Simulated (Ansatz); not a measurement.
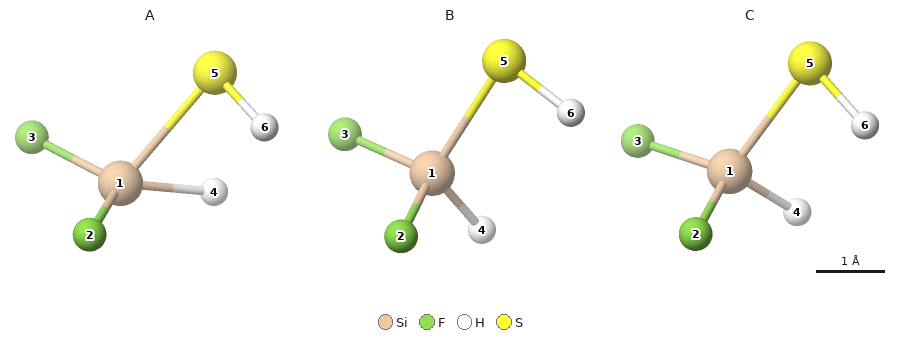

3 geometries from one relaxation of SiH2SF2 (started from a transition state, displaced along its imaginary mode), in shuffled order. The picture is a ball-and-stick view, seen from a free direction.

Level of theory: RKS PBE0-D4/def2-TZVP (Ansatz 0.2.0). (force threshold 0.005 eV/Å; at most 200 steps)

> Put them in the order of the run, from the start to the converged end.

A, C, B. They are steps 0, 2, 10, at +198.8 kJ/mol, +34.4 kJ/mol relative to the last. After 9 accepted moves (10 points after the start) the energy has fallen by 198.8 kJ/mol. Largest force component: 2.7 eV/Å at the start, 0.0036 eV/Å at the end. The line search rejected the trial step at point 6 of the run. H4 moves most after the best rigid fit: 0.75 Å. By element the largest moves are H 0.75 Å, S 0.43 Å, F 0.24 Å, Si 0.23 Å. Among the contacts that change: Si1–H4 1.614 → 1.471 Å, Si1–S5 2.191 → 2.106 Å, Si1–F2 1.629 → 1.584 Å, Si1–F3 1.606 → 1.582 Å. Among the angles between lasting bonds that change: H4–Si1–S5 65.6° → 114.6°, F2–Si1–H4 128.8° → 107.0°, F3–Si1–H4 123.3° → 109.7°.
